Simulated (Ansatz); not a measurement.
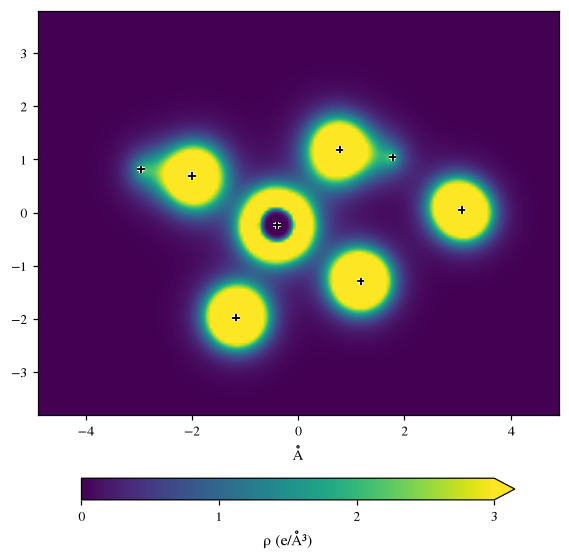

The electron density on a plane through atoms (crosses mark nuclei in the plane).

Level of theory: Ansatz 0.2.0, UKS PBE/def2-SVP.

Candidates:
A. ClGeH3···Cl (doublet)
B. F4H2O2W···F (doublet)

Question: Which system is this?

Answer: Candidate B: F4H2O2W···F on the plane of atoms O6, W1 and O8, which holds W, F, O and H. F10···H7 (1.63 Å): the density falls to about 0.33 e/Å³ on the way (by its geometry a hydrogen bond between the two molecules, with no shared pair). W–O (1.85 Å): ρ at the midpoint is about 1.1 e/Å³.
